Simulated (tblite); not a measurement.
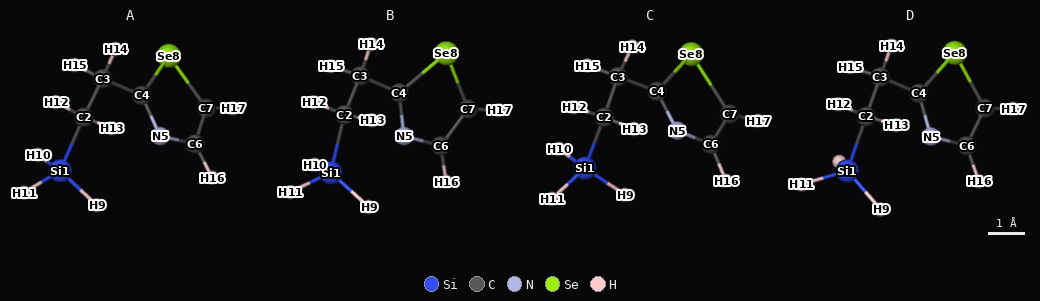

4 geometries from one relaxation of C$_{5}$H$_{9}$NSeSi, in shuffled order. Style: ball-and-stick. Shown from a free direction.

All numbers below come from GFN2-xTB geometry optimisation, gas phase in tblite. 

Q: Order the frames from highest to lowest energy.

A: C, A, D, B. They are steps 0, 46, 88, 140, at +105.1 kJ/mol, +5.73 kJ/mol, +2.95 kJ/mol relative to the last. The atom that moves furthest after the best rigid fit is H16 (0.90 Å). By element the largest moves are H 0.90 Å, Se 0.79 Å, N 0.51 Å, C 0.46 Å, Si 0.22 Å. Among the contacts that change: Si1–N5 2.963 → 2.637 Å, C7–Se8 2.045 → 1.860 Å, C4–Se8 2.046 → 1.906 Å, N5–C6 1.284 → 1.352 Å. Among the angles between lasting bonds that change: C4–N5–C6 129.3° → 115.2°, N5–C4–Se8 102.5° → 113.5°, C6–C7–Se8 103.1° → 111.0°. Groups turn about C3–C4 by about 30°. The energy falls by 105.1 kJ/mol in 140 geometry steps. The run took 0.76 s on 1 thread of AMD EPYC 9B45, on a shared host.
